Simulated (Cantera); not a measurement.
Charge: 1 mol Si, 1.3 mol H2, at 1.00 bar.

Cantera equilibrium calculation (NASA polynomials, part measured and part estimated; ideal gas, pure solids and liquids). Candidate condensed phases: Si; 9 gas species. Gases not in the tables: Si2H6 and higher silanes. Rates play no part.

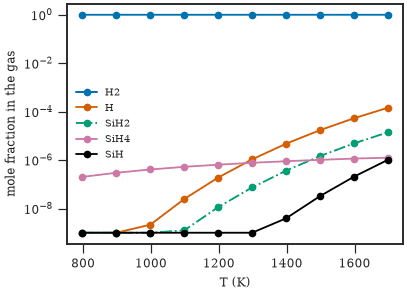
Figure: Equilibrium gas composition (values under 1e-9 drawn at 1e-9)

Read off the mole fractions at 1398 K.

H2 about 1.00, H about 4.7e-6, SiH4 about 9.0e-7, SiH2 about 3.7e-7.
